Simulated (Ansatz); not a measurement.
# H$_{5}$NOSi···SiH$_{4}$: what the fields show

Input

```
crystal:
  periodic: [false, false, false]
  atoms:
    - { symbol: Si, position_ang: [-0.405547, -1.303066, -0.110467] }
    - { symbol: O, position_ang: [-1.855579, -0.442415, 0.274153] }
    - { symbol: H, position_ang: [-0.94726, -2.444436, -0.918136] }
    - { symbol: H, position_ang: [0.596584, -0.556474, -0.94059] }
    - { symbol: "N", position_ang: [0.436217, -1.704548, 1.35252] }
    - { symbol: H, position_ang: [-0.716896, 1.47958, -0.172667] }
    - { symbol: Si, position_ang: [0.458383, 2.052398, -0.799449] }
    - { symbol: H, position_ang: [-1.68604, 0.181337, 1.010083] }
    - { symbol: H, position_ang: [0.054835, -2.407682, 1.99075] }
    - { symbol: H, position_ang: [1.45591, -1.67223, 1.386911] }
    - { symbol: H, position_ang: [1.698182, 1.725294, -0.016371] }
    - { symbol: H, position_ang: [0.593142, 1.542947, -2.201587] }
    - { symbol: H, position_ang: [0.318268, 3.549296, -0.85505] }
magnetization:
  spin_polarized: true
basis:
  gaussian: { orbitals: "6-31G*" }
hamiltonian:
  xc: pbe
relax:
  f_tol: 0.03
  max_steps: 50
output:
  orbitals: {}
```

Launched as:

```sh
ansatz run input.yaml --threads 2 --pin off --max-ram 3072MiB --backend cpu --events-out ev --progress --plain --runs-dir out
```

The fields are those of the run's last geometry, not of the input's.

Theory: UKS PBE/6-31G* in Ansatz 0.2.0.

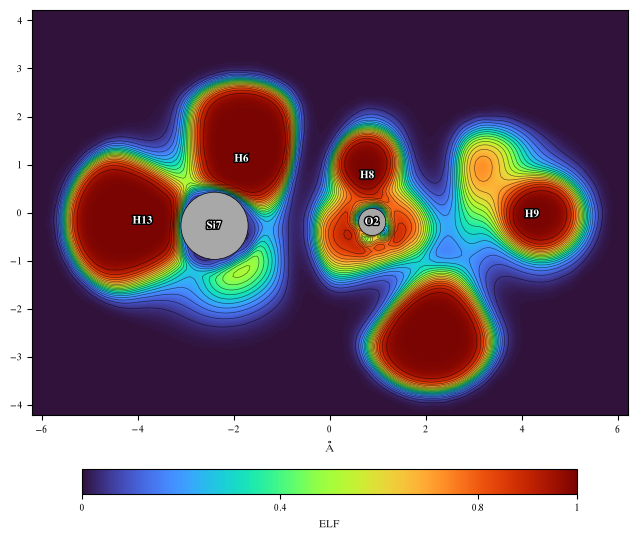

Figure 1. Electron localisation function on the plane of atoms H6, Si7 and H13. Grey discs cover the atomic cores.

Question: What do the fields say about this system?

Answer: The section cuts through O, H and Si sites. Si7···O2 (3.28 Å): the ELF dips to about 0 between them: a non-bonded, intermolecular contact. O–H (0.98 Å): the ELF climbs to about 1 towards the hydrogen, as it does in any bond to H: a covalent bond by its length. Si–H (1.50 Å): the ELF climbs to about 1 towards the hydrogen.

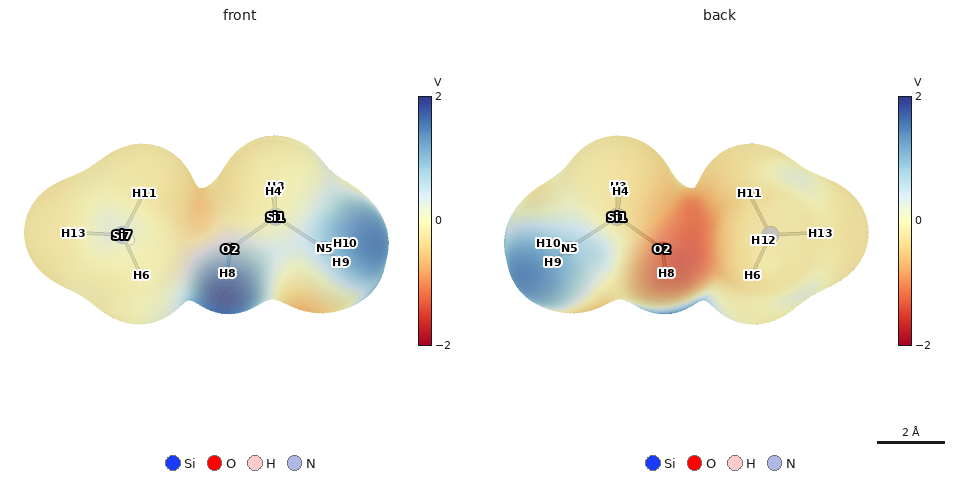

Figure 2. The molecular electrostatic potential painted on the density surface at 0.001 e/bohr³, seen from the front and from behind; the colour scale runs from red (negative) to blue (positive).

Question: Describe the electrostatic potential map.

Answer: The most negative region (about −1.4 V) lies over O2, the most positive (about +1.8 V) over H8. O2 is the likeliest acceptor of a hydrogen bond.

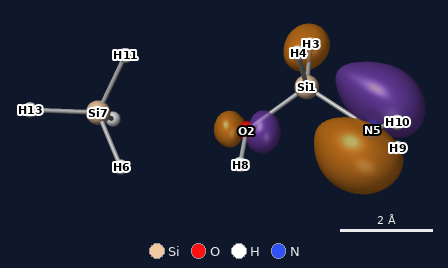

Figure 3. The HOMO at ±0.15 Å⁻³ᐟ² (orange and purple are the two phases), seen across its widest extent.

Question: Describe this orbital and give its energy.

Answer: It lies mainly on N5 (about 65 %); largely a lone pair of N5. Its energy is −5.90 eV.
